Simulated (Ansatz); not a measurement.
A computed series for WSe2: response to strain

Start from WSe2 in the 2H-MoS2 type structure (space group P6_3/mmc, No. 194; a = 3.279 Å, c = 12.786 Å; layered, stacked along the Cartesian z axis). Axes: x lies along a and z along c of the hexagonal cell.

Strains are applied to the cell and any free atomic positions relax; under biaxial strain the out-of-plane vector relaxes too.

Method: Ansatz (a quantum-chemistry and plane-wave program), PBE-D3(BJ), PAW, cutoff 420 eV, spin-orbit coupling left out, earlier PAW set.

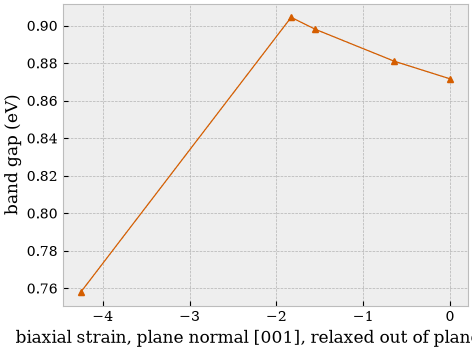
Figure. Band gap against biaxial strain, plane normal [001], relaxed out of plane

From the plot, what is the band gap for biaxial strain −1.83 %, plane normal [001], relaxed out of plane?

About 0.90 eV.

Is the trend monotonic over the range shown?

No, it turns within the range, spanning 0.76 eV to 0.90 eV.

With W present, leaving out spin-orbit coupling can change the band edges. Whether these cells are dynamically stable was not tested.
